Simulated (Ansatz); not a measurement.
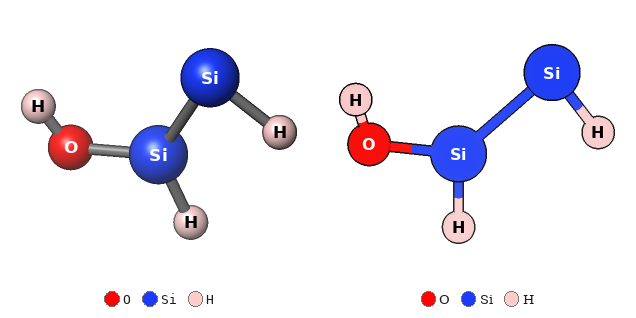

Both panels show the same species.

The species is neutral and a spin doublet. Computed geometry: PBE0-D4/def2-TZVP optimisation. No frequency run is at hand to confirm it as a minimum.

**Which formula does it have?**

H3OSi2, 6 atoms: 3 hydrogen, 1 oxygen and 2 silicon.

**What is the point group of this geometry?**

Cs.

The parts below concern this one geometry. Atoms keep their numbers from picture to picture.

Dipole moment

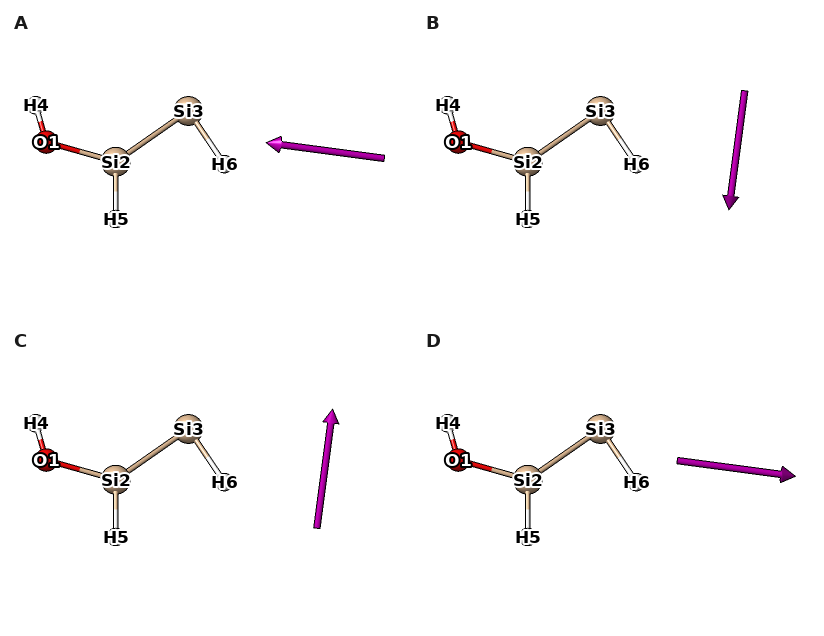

The same molecule four times, each with an arrow. No frequency run is at hand to confirm it as a minimum. Level of theory: UKS PBE0-D4/def2-TZVP (Ansatz 0.2.0).

**Which arrow points along the dipole moment, from the negative to the positive end?**

A. The dipole moment is 1.37 D; it points from the side of H6 to the side of H4 (the outermost atoms at the two ends).

Electronic properties

No frequency run is at hand to confirm it as a minimum. Method: UKS ωB97M-V/def2-TZVPP (Ansatz 0.2.0).

**Estimate the ⟨S²⟩ of the determinant.**

0.752.

Charges

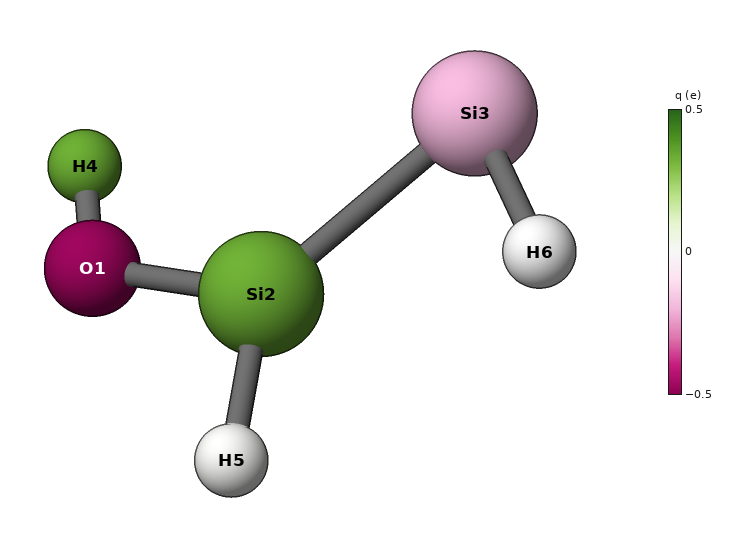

Atoms are coloured by their Mulliken charges. No frequency run is at hand to confirm it as a minimum. Method: UKS PBE0-D4/def2-TZVP (Ansatz 0.2.0).

**Which atom carries the highest charge (most positive or least negative)?**

H4 (0.34 e).

**And the lowest?**

O1 (−0.47 e).

List the Mulliken charges.

| atom | value (e) |
| --- | --- |
| O1 | −0.47 |
| Si2 | 0.33 |
| Si3 | −0.20 |
| H4 | 0.34 |
| H5 | 0.00 |
| H6 | 0.00 |

Mulliken values depend strongly on the basis set and can even reverse the polarity of a bond.
